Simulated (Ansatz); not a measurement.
**A substitution series on In: Cl to Br**

On one In centre, n of the Cl ligands are replaced by Br. The HOMO–LUMO gap y in eV at wB97M-V/def2-TZVPP. Shapes, held fixed at every level: PBE0-D4/def2-TZVP. Programs: Ansatz 0.2.0.

| molecule | n | y (eV) |
| --- | --- | --- |
| InCl3 | 0 | 10.83 |
| InBrCl2 | 1 | ? |
| InBr2Cl | 2 | 10.02 |
| InBr3 | 3 | 9.87 |

Fit y = c + s·n to the known rows and predict InBrCl2.


1. Means of the 3 rows: n = 1.66667, y = 10.240.
2. Σ(Δn)² = 4.6667, Σ(Δn·Δy) = -1.55, so the slope is -1.55/4.6667 = -0.33214.
3. Intercept: 10.240 − (-0.33214) × 1.66667 = 10.794. The largest residual of the fit is 0.11.
4. InBrCl2: 10.794 + (-0.33214) × 1 = 10.46 eV.

The run gave 10.22 eV, so the prediction is off by +0.24 eV, more than the scatter of the fit. The step per swap changes from -0.61 to -0.15 eV along the series, so a line misses the bend. Other levels give for InBrCl2: PBE-D4/def2-TZVPP 3.90; r2SCAN-D4/def2-TZVPP 4.42 eV. Orbital gaps aren't excitation energies, and the LUMO depends on the basis. For atoms past krypton def2 sets carry core potentials with scalar relativity. Relativity is left out for Br unless named.

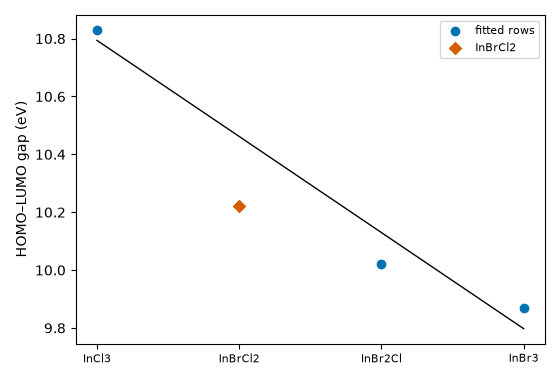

The fitted line, with the withheld member.
